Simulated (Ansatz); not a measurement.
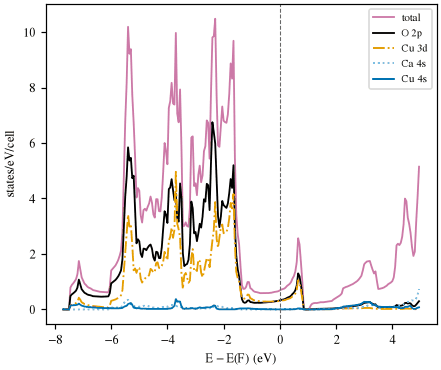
Fig. 1. Total and projected density of states of Ca$_{2}$CuO$_{3}$ in space group Immm (No. 71; Ca on 4j, Cu on 2d, O on 4j, O on 2a), PBEsol (plane waves, PAW; program Ansatz)

Question: Which orbitals carry the states next to the Fermi level?

Answer: Within 0.5 eV of the Fermi level: O 2p 48 %, Cu 3d 45 %. Projections are on Löwdin-orthogonalised atomic valence shells; empty p or d shells of many metals are not among them.

Question: Where is the tallest occupied peak in this window, and what makes it?

Answer: Near -2.3 eV, about 10 states/eV per cell; the largest projected share is O 2p.

The workflow started from an entry of the Crystallography Open Database (COD). Whether it is the stable phase at ambient conditions was not checked. The cell was relaxed with PBEsol under the symmetry of its start; its stability against distortions is not shown here. The run is not spin-polarised. No Hubbard U is applied. Without spin polarisation and U, an open-shell compound can come out a false metal.

Potentials: the later of the program's two PAW sets.
